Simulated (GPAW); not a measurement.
**Property calculation of CH₄AlS**

The run: property calculation of CH₄AlS, multiplicity 2, SMILES [CH3][Al][SH]. Method and program: PBE/real-space grid, UKS, scalar-relativistic datasets (GPAW 26.7.0).

The geometry comes from this level: PBE0-D4/def2-TZVP.

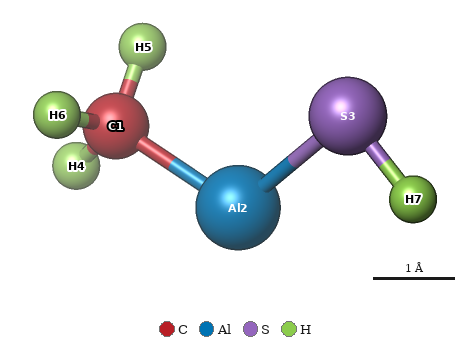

Fig. 1: The structure as given in the input (ball-and-stick view, seen at a tilt; atoms are numbered from 1 in the order of the input). Sticks mark near contacts. Bond lengths as drawn: Al–C 1.96 Å, Al–S 2.21 Å, C–H 1.09 to 1.10 Å and H–S 1.34 Å.

## Input (molecule.py)
```python
import numpy as np
from ase import Atoms
from ase.units import Bohr, Debye
from gpaw import GPAW

positions_bohr = np.array(
              [[ -1.911269,   1.101710,  -0.696931],
               [  0.026456,  -1.720407,   0.738883],
               [  4.155886,  -1.157079,   0.836015],
               [ -3.843325,   0.579201,  -1.193362],
               [ -0.959981,   1.818672,  -2.387669],
               [ -1.997063,   2.641648,   0.682947],
               [  4.644947,  -3.392247,   1.933757]])
molecule = Atoms(['C', 'Al', 'S', 'H', 'H', 'H', 'H'], positions=positions_bohr * Bohr)
molecule.center(vacuum=4.5)
molecule.set_initial_magnetic_moments([0.333333, 0.333333, 0.333333, 0.0, 0.0, 0.0, 0.0])

calc = GPAW(mode='fd',
            h=0.18,
            xc='PBE',
            maxiter=150,
            occupations={'name': 'fermi-dirac', 'width': 0.0, 'fixmagmom': True},
            symmetry='off',
            txt='-')
molecule.calc = calc

energy = molecule.get_potential_energy()
print(f'Energy: {energy:.5f} eV')
forces = molecule.get_forces()
print('Forces (eV/Ang)')
for symbol, f in zip(molecule.symbols, forces):
    print(f'{symbol:2} {f[0]:9.4f} {f[1]:9.4f} {f[2]:9.4f}')
dipole = molecule.get_dipole_moment() / Debye
print(f'Dipole                  {np.linalg.norm(dipole):.3f} D')
print('Moments:', molecule.get_magnetic_moments().round(3))
```

Run as:
```bash
python3 molecule.py
```

## Output
```
__  _  _
 | _ |_)|_||  |
 |__||  | ||/\| - 26.7.0

units:  Angstrom and eV
cores:  1
OpenMP: False

Versions:
  Python: 3.12.14
  ASE:    3.29.0
  Numpy:  2.5.5
  Scipy:  1.18.1
  Libxc:  7.0.0

        _gpaw.cpython-312-aarch64-linux-gnu.so

Input parameters:
  mode=FD(),
  h=0.18,
  maxiter=150,
  occupations=Occupations(name='fermi-dirac', width=0.0, fixmagmom=True),
  symmetry=Symmetry(point_group=False, time_reversal=False),
  xc=XC(name='PBE')

Diagonalizing LCAO Hamiltonian
Converting LCAO to fd mode
        .--------------------------------.
       /|                                |
      / |                                |
     /  |                                |
    /   |                                |
   /    |                                |
  /     |                                |
 *      |                                |
 |      |                                |
 |      |          H                     |
 |      |         C Al    H              |
 |      |       H   H                    |
 |      |                                |
 |      |                                |
 |      .--------------------------------.
 |     /                                /
 |    /                                /
 |   /                                /
 |  /                                /
 | /                                /
 |/                                /
 *--------------------------------*

Atoms  # Å, Bohr magnetons
|   | symbol |        x |        y |        z |    initial magnetic moments |
|---|--------|----------|----------|----------|-----------------------------|
| 0 |      C | 5.522400 | 6.878100 | 5.394700 | ( 0.0000,  0.0000,  0.3333) |
| 1 |     Al | 6.547800 | 5.384700 | 6.154500 | ( 0.0000,  0.0000,  0.3333) |
| 2 |      S | 8.733000 | 5.682800 | 6.205900 | ( 0.0000,  0.0000,  0.3333) |
| 3 |      H | 4.500000 | 6.601600 | 5.132000 | ( 0.0000,  0.0000,  0.0000) |
| 4 |      H | 6.025800 | 7.257500 | 4.500000 | ( 0.0000,  0.0000,  0.0000) |
| 5 |      H | 5.477000 | 7.693000 | 6.124900 | ( 0.0000,  0.0000,  0.0000) |
| 6 |      H | 8.991800 | 4.500000 | 6.786800 | ( 0.0000,  0.0000,  0.0000) |

Unit cell  # Å
| periodic |         x |         y |         z |   lengths |    angles |
|----------|-----------|-----------|-----------|-----------|-----------|
|       no | 13.491800 |  0.000000 |  0.000000 | 13.491800 | 90.000000 |
|       no |  0.000000 | 12.193000 |  0.000000 | 12.193000 | 90.000000 |
|       no |  0.000000 |  0.000000 | 11.286800 | 11.286800 | 90.000000 |

Number of symmetries: 1
Symmetry operations  # r_c * U_cc + t_c -> r_c
|   | kind |            matrix            |
|---|------|------------------------------|
| 0 |  E   |  1, 0, 0,  0, 1, 0,  0, 0, 1 |

BZ-sampling:
  Number of BZ points: 1
  Number of IBZ points: 1

  Monkhorst-Pack size: [1, 1, 1]
  Monkhorst-Pack shift: [0, 0, 0]

K-points  # in reciprocal-cell coordinates
|   |                                coordinates |     weight |
|---|--------------------------------------------|------------|
| 0 | (  0.00000000,   0.00000000,   0.00000000) | 1.00000000 |

Uniform wave function grid shape: (np.int64(75), np.int64(67), np.int64(63))
Spin-components: 2 (collinear spins)
Bands:           15
Projectors:      27
Spin-degeneracy: 1
Datatype:        float64

  Storage: CPU
  Wave functions: 75_978_000 bytes (75_978_000 per core)

Parallelization:
  kpt:    1
  domain: 1
  band:   1

Density:
  Valence electrons: 17.0
  Components: 2
  Grid points: [76 68 64]
  Charge: 0.0  # |e|

Potential:
  Grid points: [76 68 64]

species:
  C:
    name:    Carbon
    Z:       6.0
    valence: 4
    core:    2
    charge:  0.0  # [|e|]
    file:    C.PBE.gz
    compensation charges:
      type: gauss
      rc: 0.20  # [Å]
      lmax: 2
    cutoffs:
      filter: 1.14  # [Å]
      core: 1.14  # [Å]
    projectors
    | kind |    occ | energy [eV] | rcut [Å] |
    |------|--------|-------------|----------|
    |   2s |  2.000 |     -13.751 |    0.635 |
    |   2p |  2.000 |      -5.284 |    0.635 |
    |    s |        |      13.461 |    0.635 |
    |    p |        |      21.927 |    0.635 |
    |    d |        |       0.000 |    0.635 |

    Using partial waves for C as LCAO basis

  Al:
    name:    Aluminium
    Z:       13.0
    valence: 3
    core:    10
    charge:  0.0  # [|e|]
    file:    Al.PBE.gz
    compensation charges:
      type: gauss
      rc: 0.34  # [Å]
      lmax: 2
    cutoffs:
      filter: 1.91  # [Å]
      core: 2.36  # [Å]
    projectors
    | kind |    occ | energy [eV] | rcut [Å] |
    |------|--------|-------------|----------|
    |   3s |  2.000 |      -7.753 |    1.085 |
    |   3p |  1.000 |      -2.712 |    1.085 |
    |    s |        |      19.459 |    1.085 |
    |    p |        |      24.499 |    1.085 |
    |    d |        |       0.000 |    1.085 |

    Using partial waves for Al as LCAO basis

  S:
    name:    Sulfur
    Z:       16.0
    valence: 6
    core:    10
    charge:  0.0  # [|e|]
    file:    S.PBE.gz
    compensation charges:
      type: gauss
      rc: 0.24  # [Å]
      lmax: 2
    cutoffs:
      filter: 1.77  # [Å]
      core: 1.66  # [Å]
    projectors
    | kind |    occ | energy [eV] | rcut [Å] |
    |------|--------|-------------|----------|
    |   3s |  2.000 |     -17.254 |    0.974 |
    |   3p |  4.000 |      -7.008 |    0.979 |
    |    s |        |       9.957 |    0.974 |
    |    p |        |      20.203 |    0.979 |
    |    d |        |       0.000 |    0.900 |

    Using partial waves for S as LCAO basis

  H:
    name:    Hydrogen
    Z:       1.0
    valence: 1
    core:    0
    charge:  0.0  # [|e|]
    file:    H.PBE.gz
    compensation charges:
      type: gauss
      rc: 0.15  # [Å]
      lmax: 2
    cutoffs:
      filter: 0.85  # [Å]
      core: 0.53  # [Å]
    projectors
    | kind |    occ | energy [eV] | rcut [Å] |
    |------|--------|-------------|----------|
    |   1s |  1.000 |      -6.494 |    0.476 |
    |    s |        |      20.717 |    0.476 |
    |    p |        |       0.000 |    0.476 |

    Using partial waves for H as LCAO basis

Reference energy: -18538.631927  # eV

eigensolver:
  PPCG
  Converge bands: occupied
  niter=2

density mixing:
  MSR1-Mixer
  Pratt-step length: 0.05
  Maximum mixing coefficient: 0.75
  Old densities: 10
  SVD Regularization: 0.005
  Good broyden scale: 1.0
  Trust region scale: 1.0
  Backstep threshold: 4.0
  History deletion threshold: 6.0
  Fourier metric: weight=20.0, sigma=0.015

occupation numbers:
  Fixed magnetic moment: 1.000
  # Zero width

FastPoissonSolver using
    Stencil: 6*3+1=19 point O(h^6) finite-difference Laplacian
    FFT axes: []
    FST axes: [np.int64(2), np.int64(1), np.int64(0)]

xc functional:
  name: PBE with 2 nearest neighbor stencil
interpolation: tri-quintic # 5. degree polynomial

Initialization done in: 2.641 s

convergence criteria:
- Maximum [total energy] change in last 3 cyles: 0.0005 eV / valence electron
- Maximum integral of absolute [dens]ity change: 0.0001 electrons / valence electron
- Maximum integral of absolute [eigenst]ate change: 4e-08 eV^2 / valence electron
maximum number of iterations: 150

SCF iterations
|iter     |     time |      energy | eigst |  dens |  magmom |
|---------|----------|-------------|-------|-------|---------|
|iter:   1| 00:00:05 |  -33.798339 | +1.11 |       |  +0.9847|
|iter:   2| 00:00:07 |  -33.063233 | +0.03 | -0.50 |  +0.9854|
|iter:   3| 00:00:10 |  -30.270220 | +0.66 | -0.54 |  +0.9948|
|iter:   4| 00:00:13 |  -30.260332 | -0.13 | -1.07 |  +0.9974|
|iter:   5| 00:00:15 |  -30.269429 | -1.05 | -1.38 |  +0.9993|
|iter:   6| 00:00:18 |  -30.271500 | -1.65 | -1.85 |  +0.9998|
|iter:   7| 00:00:20 |  -30.272115c| -2.42 | -2.24 |  +0.9999|
|iter:   8| 00:00:23 |  -30.272252c| -3.03 | -2.65 |  +1.0000|
|iter:   9| 00:00:26 |  -30.272279c| -3.68 | -3.14 |  +1.0000|
|iter:  10| 00:00:28 |  -30.272285c| -4.24 | -3.50 |  +1.0000|
|iter:  11| 00:00:31 |  -30.272287c| -4.75 | -3.88 |  +1.0000|
|iter:  12| 00:00:34 |  -30.272288c| -5.33 | -4.29c|  +1.0000|
|iter:  13| 00:00:37 |  -30.272288c| -5.81 | -4.62c|  +1.0000|
|iter:  14| 00:00:39 |  -30.272288c| -6.33 | -4.97c|  +1.0000|
|iter:  15| 00:00:42 |  -30.272288c| -6.83 | -5.23c|  +1.0000|
|iter:  16| 00:00:44 |  -30.272288c| -7.25 | -5.36c|  +1.0000|
|iter:  17| 00:00:47 |  -30.272288c| -7.56c| -5.26c|  +1.0000|

Converged in 17 steps
SCF loop duration: 43.452 s (2.556 s/step)
Energy contributions relative to reference atoms: (reference = -18538.631927)

Energy contributions:
  Kinetic:          33.305678
  Coulomb:         -35.633515
  Zero:              0.201904
  External:          0.000000
  Xc:              -28.146355
  Entropy:           0.000000
  Spinorbit:         0.000000
  ----------------------------
  Free energy:     -30.272288
  Extrapolated:    -30.272288

dipole moment: (-0.253650, -0.070253, 0.013619)  # |e|*Ang

Total magnetic moment: (0.000000, 0.000000, 0.999999)

Local magnetic moments
|        x |        y |         z |
|----------|----------|-----------|
| 0.000000 | 0.000000 |  0.045886 |  # C    0
| 0.000000 | 0.000000 |  0.195982 |  # Al   1
| 0.000000 | 0.000000 |  0.048599 |  # S    2
| 0.000000 | 0.000000 | -0.000729 |  # H    3
| 0.000000 | 0.000000 |  0.003010 |  # H    4
| 0.000000 | 0.000000 |  0.000527 |  # H    5
| 0.000000 | 0.000000 |  0.002665 |  # H    6

Fermi levels: -4.584, -3.154
Eigenvalues  # (at kpt = [0.000, 0.000, 0.000])
| band index |      eig [eV] | occ [0-1] |      eig [eV] | occ [0-1] |
|------------|---------------|-----------|---------------|-----------|
|          0 |       -17.859 |     1.000 |       -17.784 |     1.000 |
|          1 |       -16.942 |     1.000 |       -16.838 |     1.000 |
|          2 |       -10.333 |     1.000 |       -10.251 |     1.000 |
|          3 |        -9.823 |     1.000 |        -9.776 |     1.000 |
|          4 |        -9.739 |     1.000 |        -9.665 |     1.000 |
|          5 |        -8.971 |     1.000 |        -8.653 |     1.000 |
|          6 |        -7.254 |     1.000 |        -7.047 |     1.000 |
|          7 |        -6.464 |     1.000 |        -6.433 |     1.000 |
|          8 |        -4.584 |     1.000 |        -3.154 |     0.000 |
|          9 |        -2.111 |     0.000 |        -1.444 |     0.000 |
|         10 |        -0.777 |     0.000 |        -0.695 |     0.000 |
|         11 |        -0.403 |     0.000 |        -0.139 |     0.000 |
|         12 |        -0.033 |     0.000 |         0.370 |     0.000 |
|         13 |         0.762 |     0.000 |         0.879 |     0.000 |
|         14 |         0.856 |     0.000 |         0.982 |     0.000 |

Gap: 1.849 eV
Transition (v -> c):
  (s=1, k=0, n=7, [0.00, 0.00, 0.00]) -> (s=0, k=0, n=8, [0.00, 0.00, 0.00])
No difference between direct/indirect transitions
vacuum-level: 0.000  # V
Energy: -30.27229 eV

Forces  # eV/Ang
|        x |        y |        z |
|----------|----------|----------|
|  0.00424 |  0.00024 |  0.00130 |  # C    0
| -0.14193 | -0.19063 |  0.06997 |  # Al   1
|  0.27447 |  0.35486 | -0.04193 |  # S    2
| -0.19420 | -0.05450 | -0.04926 |  # H    3
|  0.09084 |  0.06508 | -0.17541 |  # H    4
| -0.01542 |  0.15556 |  0.14365 |  # H    5
|  0.05199 | -0.22522 |  0.11575 |  # H    6

Force computation time: 0.116  # s
Forces (eV/Ang)
C     0.0042    0.0002    0.0013
Al   -0.1419   -0.1906    0.0700
S     0.2745    0.3549   -0.0419
H    -0.1942   -0.0545   -0.0493
H     0.0908    0.0651   -0.1754
H    -0.0154    0.1556    0.1436
H     0.0520   -0.2252    0.1158
Dipole                  1.266 D
Moments: [ 0.046  0.196  0.049 -0.001  0.003  0.001  0.003]
```

## Summary

| quantity | value |
| --- | --- |
| outcome | converged |
| energy relative to the program's reference atoms | −30.2723 eV |
| largest force | 0.451 eV/Å |
| dipole moment | 1.27 D |
| hardware | 1 thread of Arm Neoverse V2, 24 GiB of memory available, shared host |
| wall time | 47 s |
| peak memory | 1.1 GiB |
